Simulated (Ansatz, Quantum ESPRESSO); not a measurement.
# puckered PAs, 1 layer: the energy at a withheld member of a series

**Set-up.** Quantum ESPRESSO 7.5, PBE, GBRV ultrasoft. Cell and atoms are first relaxed; each strained cell is then held and the atoms relax in it. A periodic run with 15 Å of vacuum in the starting cell gives the vacuum levels, and bands follow along a path. The series steps biaxial strain. Energies count from the lowest.

```tsv
biaxial strain	energy (eV)
-4 %	0.1204
-3 %	0.0661
-2 %	0.0285
-1 %	0.0068
0 %	0.0000
1 %	0.0069
2 %	0.0263
4 %	0.0978
```

**Question.** What is the energy at 3 %?

**Worked estimate.** The rows at 2 % and 4 % give a slope of (0.0978 − (0.0263))/(4 − (2)) = 0.03575, so a straight line gives 0.0620 eV. A parabola through these and the row at 1 % gives 0.0566 eV.

**Check.** 0.0569 eV. The line misses by +0.0051 and the parabola by −0.0003 eV. The parabola does better.

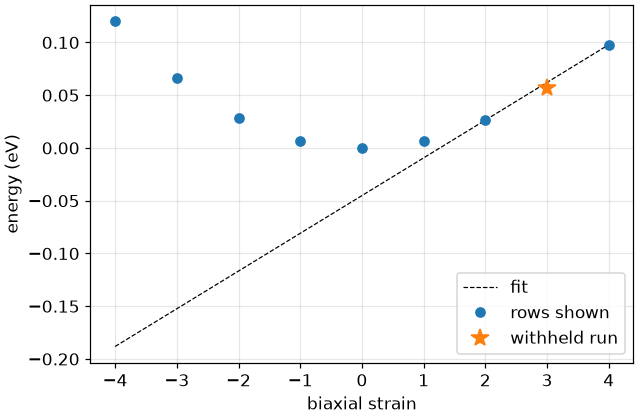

The rows shown, the fit and the withheld run.

Caveats: Semilocal gaps are too small; the 1×1 cell can't ripple over many cells under compression as a free sheet would. No spin-orbit coupling.

[Logs are printed without paths, hosts, clocks, repeated set-up lines and the standing remarks that a program may print on its own settings, such as how far it seeks lower states.]
